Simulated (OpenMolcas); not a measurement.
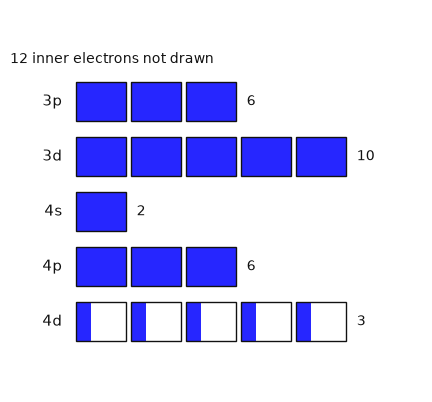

**Figure 1.** The outer shells of the leading configuration of the lowest level: a box for each of the 2l + 1 orbitals, shaded by the share of the shell that is filled, with the electron count at the right.

Multiconfigurational calculation: Mo³⁺ complex (part 1 of 2)

Mo³⁺ with 6 ligands (F; octahedron, 1.96 Å), neutralised by 6 outer point charges of +0.5 e, whose field is part of the energies. Computed at this level: state-averaged CASSCF, active space 3 electrons in the shell 4d, basis ANO-RCC-VDZP on the metal and ANO-RCC-VDZP on the ligands, DKH2 scalar Hamiltonian, spin-orbit coupling by RASSI with atomic mean-field integrals (OpenMolcas).

### Key numbers

| quantity | value |
| --- | --- |
| outcome | converged |
| energy of the lowest spin-free term | −4644.03235 hartree |
| energy of the lowest spin-orbit level | −4644.03272 hartree |
| largest spread among components of a term | 0.0 cm⁻¹ |
| hardware | 1 thread of Arm Neoverse V1, 24 GiB of memory available, shared host |
| wall time | 23 s |
| peak memory | 0.38 GiB |

### Notes

Without dynamic correlation the splittings between terms come out too large, often by 20 to 50 %. To bear in mind: distances are set from ionic radii, not optimised.

### Input file
```
&GATEWAY
Coord
7

Mo 0.0 0.0 0.0
F 1.960000 0.000000 0.000000
F 0.000000 1.960000 0.000000
F -1.960000 0.000000 0.000000
F 0.000000 -1.960000 0.000000
F 0.000000 0.000000 1.960000
F 0.000000 0.000000 -1.960000
Basis=Mo.ANO-RCC-VDZP,F.ANO-RCC-VDZP
Group=XYZ
NoMove
AngMom=0.0 0.0 0.0
AMFI
RICD
XField
3 Angstrom 0
4.760000 0.000000 0.000000 0.500000
0.000000 4.760000 0.000000 0.500000
0.000000 0.000000 4.760000 0.500000
&SEWARD
&RASSCF
FileOrb=start.orb
Symmetry=1
Spin=4
nActEl=3 0 0
Inactive=24 24
Ras2=5 0
CIRoot=10 10 1
SDav=10
CIMx=300
Iter=150 100
PrWF=0.3
OrbListing=Nothing
MaxOrb=0
LevShft=1.0
>>> COPY $Project.JobIph JOB001
&RASSCF
FileOrb=start.orb
Symmetry=1
Spin=2
nActEl=3 0 0
Inactive=24 24
Ras2=5 0
CIRoot=40 40 1
SDav=40
CIMx=300
Iter=150 100
PrWF=0.3
OrbListing=Nothing
MaxOrb=0
LevShft=1.0
>>> COPY $Project.JobIph JOB002
&RASSI
NrOfJobIphs=2 10 40
1 2 3 4 5 6 7 8 9 10
1 2 3 4 5 6 7 8 9 10 11 12 13 14 15 16 17 18 19 20 21 22 23 24 25 26 27
28 29 30 31 32 33 34 35 36 37 38 39 40
IphNames
JOB001
JOB002
EJob
SpinOrbit
DIPRint=1.0
SOCoupling=1000.0
Subsets=2
Property=9
'ANGMOM' 1 'ANGMOM' 2 'ANGMOM' 3 'MLTPL  1' 1 'MLTPL  1' 2 'MLTPL  1' 3
'AMFI' 1 'AMFI' 2 'AMFI' 3
SOProperty=3
'ANGMOM' 1 'ANGMOM' 2 'ANGMOM' 3
```

The file start.orb holds starting orbitals from an earlier step. A driver script formed the levels outside the program, from RASSI's spin-orbit matrix and the active-space energies, averaged over the components of each term or state.

Launched with:
```bash
OMP_NUM_THREADS=1 MOLCAS_MEM=2457 MOLCAS_PROJECT=a pymolcas a.inp > a.log  # once for each step of the input, in one work folder
```

### The program's output (extracts)
```
--- SEWARD ---
Basis set label: MO.ANO-RCC...6S5P3D1F.

      Electronic valence basis set:
      ------------------
      Associated Effective Charge  42.000000 au
      Associated Actual Charge     42.000000 au
      Nuclear Model: Point charge

      Shell  nPrim  nBasis  Cartesian Spherical Contaminant
         s      21       6        X
         p      18       5        X
         d      13       3                 X
         f       6       1                 X
                  Relativistic Douglas-Kroll-Hess integrals:
                    - DKH order of Hamiltonian: 2
                    - DKH order of Properties : 0
                  Atomic mean-field integrals
--- RASSCF ---
Wave function specifications:
      -----------------------------

      Number of closed shell electrons          96
      Number of electrons in active shells       3
      Max number of holes in RAS1 space          0
      Max nr of electrons in RAS3 space          0
      Number of inactive orbitals               48
      Number of active orbitals                  5
      Number of secondary orbitals              74
      Spin quantum number                      1.5
      State symmetry                             1
Orbital specifications:
      -----------------------

      Symmetry species                           1   2
                                                ag  au
      Frozen orbitals                            0   0
      Inactive orbitals                         24  24
      Active orbitals                            5   0
      RAS1 orbitals                              0   0
      RAS2 orbitals                              5   0
      RAS3 orbitals                              0   0
      Secondary orbitals                        34  40
      Deleted orbitals                           0   0
      Number of basis functions                 63  64
      Number of CSFs                            10
      Number of root(s) required                10
      Iter CI   SX   CI       RASSCF       Energy    max ROT     max BLB   max BLB  Level Ln srch  Step   QN
          iter iter root      energy       change     param      element    value   shift minimum  type update
 Nr of preliminary CI iterations:   1
      Total energies have been shifted. Add                -4000.00 au
        1   1   10    0  -642.87083154    0.00E+00  -8.80E-02   13  40 2 -3.33E-01*  0.79   0.00    SX    NO
        2   1   11    0  -643.76143791   -8.91E-01* -5.17E-02   24  27 1  1.21E-01*  0.88   0.00    SX    NO
        3   1   10    0  -643.84020277   -7.88E-02* -2.20E-02   24  27 1  5.38E-02*  0.93   0.00    SX    NO
        4   1   10    0  -643.85395723   -1.38E-02* -1.19E-02   24  27 1  2.93E-02*  0.94   0.00    SX    NO
        5   1    9    0  -643.85785119   -3.89E-03* -1.39E-02   24  27 1  1.60E-02*  0.94   2.27    LS   YES
        6   1    9    0  -643.85961621   -1.77E-03* -4.25E-03   12  32 2 -5.00E-03*  0.95   1.08    QN   YES
        7   1    8    0  -643.85983707   -2.21E-04* -3.80E-03   12  30 1 -2.79E-03*  0.95   1.91    LS   YES
        8   1    8    0  -643.85990169   -6.46E-05*  9.24E-04    7  35 2 -2.52E-03*  0.94   1.02    QN   YES
        9   1    8    0  -643.85993179   -3.01E-05*  4.47E-04   12  35 2 -9.16E-04*  0.94   1.49    LS   YES
       10   1    7    0  -643.85993542   -3.62E-06*  2.60E-04   21  56 2  9.98E-04*  0.94   1.00    QN   YES
       11   1    7    0  -643.85994001   -4.59E-06*  2.13E-04    7  35 2  4.10E-04*  0.94   1.82    LS   YES
       12   1    7    0  -643.85994118   -1.18E-06* -1.03E-04    4  31 1 -3.04E-04*  0.94   1.00    QN   YES
       13   1    7    0  -643.85994168   -4.94E-07* -6.37E-05   12  36 1 -1.19E-04*  0.94   1.62    LS   YES
       14   1    6    0  -643.85994176   -8.45E-08* -5.91E-05    6  37 2 -1.36E-04*  0.94   1.00    QN   YES
       15   1    6    0  -643.85994183   -7.18E-08* -3.74E-05    4  31 1  3.97E-05   0.94   1.45    QN   YES
       16   1    5    0  -643.85994185   -1.25E-08* -7.79E-06   24  27 1  1.28E-05   0.94   1.15    QN   YES
       17   1    4    0  -643.85994185   -1.15E-09  -5.16E-06   24  27 1  6.14E-06   0.94   1.55    QN   YES
      Convergence after 17 iterations
       18   1    4    0  -643.85994185   -2.93E-10  -5.16E-06    8  29 1  1.16E-06   0.94   1.55    QN   YES
      Natural orbitals and occupation numbers for root  1
      sym 1:   1.000000   1.000000  -0.000000   1.000000   0.000000
      Natural orbitals and occupation numbers for root  2
      sym 1:   0.000477   1.000000   0.000477   0.999523   0.999523
      Natural orbitals and occupation numbers for root  3
      sym 1:   0.999392   1.000000   0.999392   0.000608   0.000608
::    RASSCF root number  1 Total energy:  -4644.03235486
::    RASSCF root number  2 Total energy:  -4643.90108417
::    RASSCF root number  3 Total energy:  -4643.90108417
::    RASSCF root number  4 Total energy:  -4643.90108417
::    RASSCF root number  5 Total energy:  -4643.86517621
::    RASSCF root number  6 Total energy:  -4643.86517621
::    RASSCF root number  7 Total energy:  -4643.86517621
::    RASSCF root number  8 Total energy:  -4643.75609416
::    RASSCF root number  9 Total energy:  -4643.75609416
::    RASSCF root number 10 Total energy:  -4643.75609416
--- RASSCF ---
Wave function specifications:
      -----------------------------

      Number of closed shell electrons          96
      Number of electrons in active shells       3
      Max number of holes in RAS1 space          0
      Max nr of electrons in RAS3 space          0
      Number of inactive orbitals               48
      Number of active orbitals                  5
      Number of secondary orbitals              74
      Spin quantum number                      0.5
      State symmetry                             1
Orbital specifications:
      -----------------------

      Symmetry species                           1   2
                                                ag  au
      Frozen orbitals                            0   0
      Inactive orbitals                         24  24
      Active orbitals                            5   0
      RAS1 orbitals                              0   0
      RAS2 orbitals                              5   0
      RAS3 orbitals                              0   0
      Secondary orbitals                        34  40
      Deleted orbitals                           0   0
      Number of basis functions                 63  64
      Number of CSFs                            40
      Number of root(s) required                40
      Iter CI   SX   CI       RASSCF       Energy    max ROT     max BLB   max BLB  Level Ln srch  Step   QN
          iter iter root      energy       change     param      element    value   shift minimum  type update
 Nr of preliminary CI iterations:   1
      Total energies have been shifted. Add                -4000.00 au
        1   1    8    0  -643.78474971    0.00E+00  -6.91E-03   26  32 1 -7.62E-03*  0.90   0.00    SX    NO
        2   1    8    0  -643.78531287   -5.63E-04*  3.41E-03   16  27 1  4.31E-03*  0.90   0.00    SX    NO
        3   1    8    0  -643.78549089   -1.78E-04*  2.12E-03   16  27 1  2.61E-03*  0.90   0.00    SX    NO
        4   1    8    0  -643.78555642   -6.55E-05*  1.33E-03   16  27 1  1.60E-03*  0.90   0.00    SX    NO
        5   1    8    0  -643.78558167   -2.53E-05*  1.98E-03   19  26 1 -1.01E-03*  0.90   2.50    LS   YES
        6   1    7    0  -643.78559774   -1.61E-05* -3.63E-04   27  46 1  1.78E-04*  0.90   1.13    QN   YES
        7   1    7    0  -643.78559831   -5.67E-07*  1.84E-04   26  32 1  8.27E-05   0.90   1.39    QN   YES
        8   1    6    0  -643.78559845   -1.44E-07* -6.04E-05   16  27 1 -4.83E-05   0.90   1.32    QN   YES
        9   1    5    0  -643.78559847   -2.32E-08*  1.39E-05   16  27 1 -1.56E-05   0.90   1.25    QN   YES
       10   1    5    0  -643.78559848   -2.98E-09   5.60E-06   18  36 1 -7.95E-06   0.90   1.33    QN   YES
      Convergence after 10 iterations
       11   1    5    0  -643.78559848   -5.37E-10   5.60E-06   18  36 1 -4.15E-06   0.90   1.33    QN   YES
      Natural orbitals and occupation numbers for root  1
      sym 1:   0.995502   1.001942   0.015686   0.984398   0.002471
      Natural orbitals and occupation numbers for root  2
      sym 1:   0.992393   0.985952   0.002471   1.003497   0.015686
      Natural orbitals and occupation numbers for root  3
      sym 1:   0.994571   1.001180   0.003003   0.996336   0.004910
::    RASSCF root number  1 Total energy:  -4643.96574085
::    RASSCF root number  2 Total energy:  -4643.96574085
::    RASSCF root number  3 Total energy:  -4643.96387118
::    RASSCF root number  4 Total energy:  -4643.96387118
::    RASSCF root number  5 Total energy:  -4643.96387118
::    RASSCF root number  6 Total energy:  -4643.92822657
::    RASSCF root number  7 Total energy:  -4643.92822657
::    RASSCF root number  8 Total energy:  -4643.92822657
::    RASSCF root number  9 Total energy:  -4643.84793532
::    RASSCF root number 10 Total energy:  -4643.83805723
::    RASSCF root number 11 Total energy:  -4643.83805723
::    RASSCF root number 12 Total energy:  -4643.83805723
::    RASSCF root number 13 Total energy:  -4643.83578810
::    RASSCF root number 14 Total energy:  -4643.83578810
::    RASSCF root number 15 Total energy:  -4643.83578810
::    RASSCF root number 16 Total energy:  -4643.82829930
::    RASSCF root number 17 Total energy:  -4643.82829930
::    RASSCF root number 18 Total energy:  -4643.81233386
::    RASSCF root number 19 Total energy:  -4643.81233386
::    RASSCF root number 20 Total energy:  -4643.81233386
::    RASSCF root number 21 Total energy:  -4643.79083253
::    RASSCF root number 22 Total energy:  -4643.79083253
::    RASSCF root number 23 Total energy:  -4643.79083253
::    RASSCF root number 24 Total energy:  -4643.78353213
::    RASSCF root number 25 Total energy:  -4643.73639349
::    RASSCF root number 26 Total energy:  -4643.73639349
::    RASSCF root number 27 Total energy:  -4643.70816491
::    RASSCF root number 28 Total energy:  -4643.70816491
::    RASSCF root number 29 Total energy:  -4643.70816491
::    RASSCF root number 30 Total energy:  -4643.70270492
```

(Continued in part 2.)
